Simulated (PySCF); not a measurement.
Vertical excitations of a molecule C4H7FSi from PySCF with TDA-LC-ωPBE/def2-SVPD, as energy in eV (oscillator strength): 6.36 (0.008), 6.64 (0.011), 7.41 (0.080), 7.91 (0.147), 8.02 (0.008), 8.11 (0.021), 8.38 (0.036), 8.49 (0.036), 8.77 (0.035), 8.93 (0.246). Lowest triplet (TDA): 4.14 eV. The structure is a stationary point at TPSSh-D3(BJ)/def2-SVP. The values are those of a single conformer.

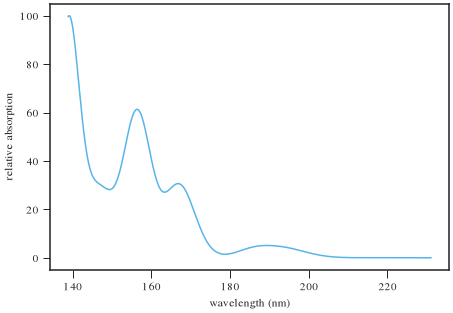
The lines broadened by 0.4 eV.

Task: Which structure fits?
A) FC1=CC[C@@H]1[SiH3]
B) CC1=C[SiH2][C@@H]1F
C) C[Si@H]1C=C[C@H]1F
D) FC1=CCC[SiH2]1

Result: C, C[Si@H]1C=C[C@H]1F
